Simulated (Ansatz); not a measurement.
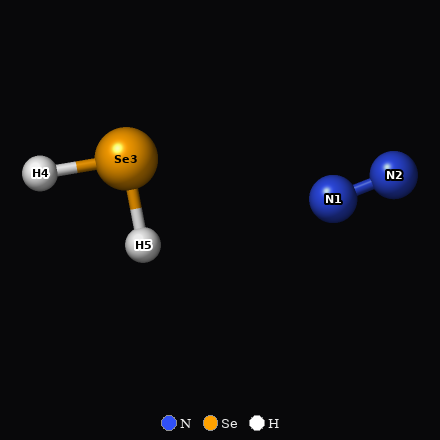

The system is the pair N₂···H₂Se; the picture shows the reference structure. The first coordinate is: separation of Se3 and N1 along their line in the relaxed pair; the second: sideways slip of N1, N2. Nothing is relaxed (both partners rigid). The grid has 13 × 13 points. Points are written as (first, second). Energies are in kJ/mol, from the lowest grid point. The calculation used Ansatz, RKS PBE0-D4/def2-TZVPD.

Its coordinates:

```yaml
atoms:
  - { symbol: N, position_ang: [0.0421, -0.3292, -2.0890] }
  - { symbol: N, position_ang: [0.4118, -0.1718, -3.1014] }
  - { symbol: Se, position_ang: [0.2681, 0.5259, 1.3280] }
  - { symbol: H, position_ang: [0.0042, 0.5003, 2.7713] }
  - { symbol: H, position_ang: [-0.7262, -0.5252, 1.0910] }
```

Range: separation of Se3 and N1 along their line in the relaxed pair from 2.965 to 4.365 Å; sideways slip of N1, N2 from −1.50 to 1.50 Å.

**Predict the map.**

The lowest grid point is at (3.495 Å, 0.00 Å). It is the only kind of minimum in the scanned range. The highest grid point, (2.965 Å, 0.75 Å), lies 6.67 kJ/mol above the lowest. Round the minimum the valley is somewhat tilted: raising the first coordinate shifts the best value of sideways slip of N1, N2 upwards (coupling k₁₂/√(k₁₁k₂₂) about −0.3).

```tsv
second ↓, first →	2.965	3.008	3.079	3.166	3.266	3.376	3.495	3.623	3.758	3.901	4.049	4.204	4.365
1.50	4.42	3.63	2.59	1.70	1.06	0.68	0.55	0.60	0.77	1.03	1.32	1.63	1.92
1.25	5.56	4.54	3.20	2.05	1.20	0.68	0.46	0.46	0.62	0.88	1.18	1.50	1.81
1.00	6.38	5.18	3.62	2.27	1.27	0.66	0.37	0.34	0.48	0.74	1.05	1.39	1.71
0.75	6.67	5.39	3.73	2.29	1.23	0.57	0.26	0.22	0.36	0.63	0.96	1.31	1.65
0.50	6.41	5.16	3.52	2.11	1.07	0.43	0.14	0.12	0.28	0.56	0.90	1.26	1.61
0.25	5.81	4.64	3.12	1.81	0.86	0.29	0.05	0.05	0.24	0.53	0.88	1.24	1.60
0.00	5.11	4.06	2.69	1.52	0.68	0.19	0.00	0.04	0.24	0.55	0.90	1.27	1.62
−0.25	4.51	3.58	2.36	1.32	0.59	0.17	0.03	0.10	0.31	0.62	0.97	1.33	1.67
−0.50	4.04	3.21	2.14	1.23	0.59	0.24	0.14	0.22	0.44	0.74	1.08	1.42	1.75
−0.75	3.62	2.91	1.98	1.20	0.66	0.37	0.30	0.40	0.62	0.91	1.23	1.55	1.86
−1.00	3.17	2.58	1.83	1.19	0.76	0.54	0.51	0.62	0.84	1.11	1.40	1.70	1.98
−1.25	2.68	2.23	1.66	1.19	0.88	0.74	0.74	0.87	1.08	1.33	1.60	1.87	2.13
−1.50	2.21	1.90	1.51	1.20	1.00	0.94	0.99	1.13	1.33	1.56	1.81	2.05	2.28
```

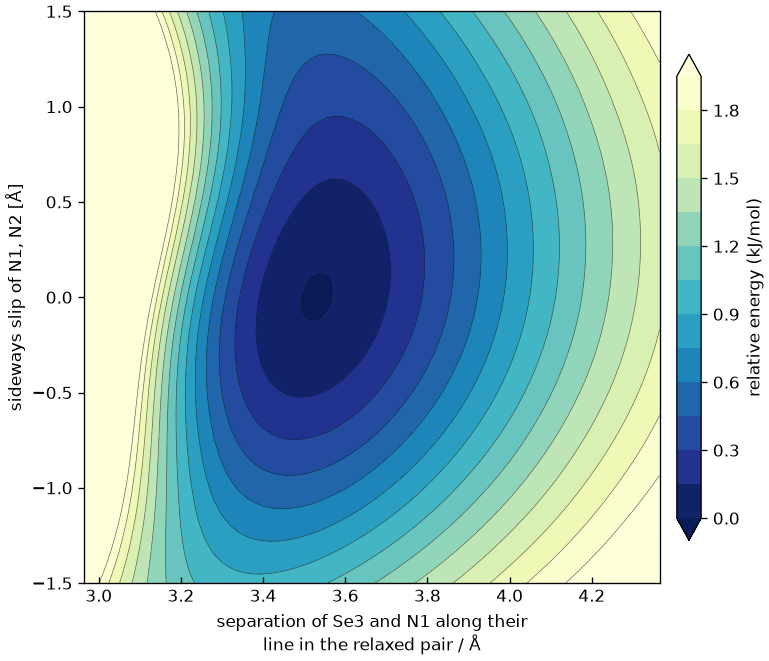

The picture shows filled contours, one colour for all values above the top of the scale. Between grid points the surface is interpolated.

Each point was launched as `ansatz run input.yaml --threads 1 --pin off --max-ram 2560MiB --backend cpu --events-out ev --progress --plain --runs-dir out`. The whole map (169 points run) took 8.5 min on 1 thread of AMD EPYC 9R14 (Zen 4), with other jobs on the host.
